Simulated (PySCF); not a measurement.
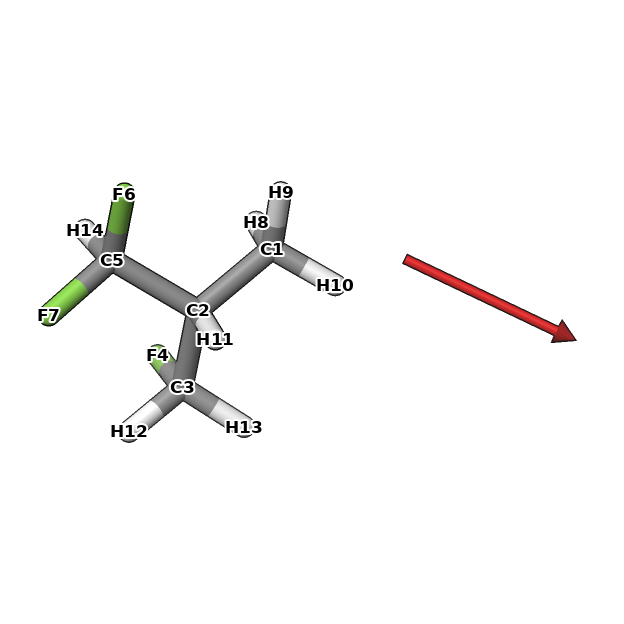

The arrow beside the molecule shows the direction of the dipole moment, from the negative to the positive end (its length means nothing). Computed geometry: PBE0-D3(BJ)/def2-SVP optimisation. No frequency run is at hand to confirm it as a minimum. Level of theory: PBE0/pcSseg-1 in benzene (IEF-PCM) (PySCF 2.14.0).

Question: Estimate the dipole moment.

Answer: 2.09 D; it points from the side of F7, H14 to the side of H10 (the outermost atoms at the two ends).
